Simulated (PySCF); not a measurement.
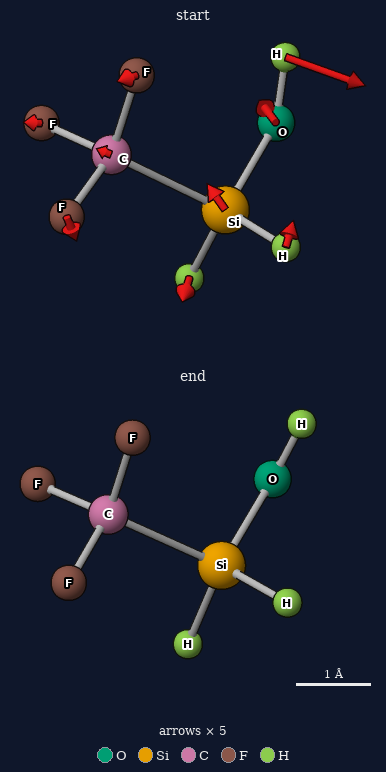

The structure of CH3F3OSi before (top) and after (bottom) a relaxation, at one scale. The red arrows give the displacements, magnified 5 times.

The picture is a ball-and-stick view, seen at a tilt.

The start comes from GFN2-xTB.

The calculation used PBE0-D3(BJ)/def2-SVP geometry optimisation, gas phase (PySCF 2.14.0, density-fitted response routines). 

> What changed between the two?

The energy falls by 2.88 kcal/mol in 17 geometry steps. The largest force component goes from 1.5 to 0.016 eV/Å. The largest move after the best rigid fit is that of an H atom, 0.24 Å. Largest moves by element: H 0.24 Å, O 0.13 Å, Si 0.09 Å, F 0.09 Å, C 0.05 Å. Some distances before and after: O–Si 1.609 → 1.655 Å, H–Si 1.458 → 1.491 Å, C–Si 1.953 → 1.931 Å, C–F 1.357 → 1.347 Å. Bond angles that change, for instance: Si–O–H 125.9° → 118.0°, H–Si–H 118.6° → 112.5°, Si–C–F 114.4° → 110.8°. Groups turn about O–Si by about 25°.
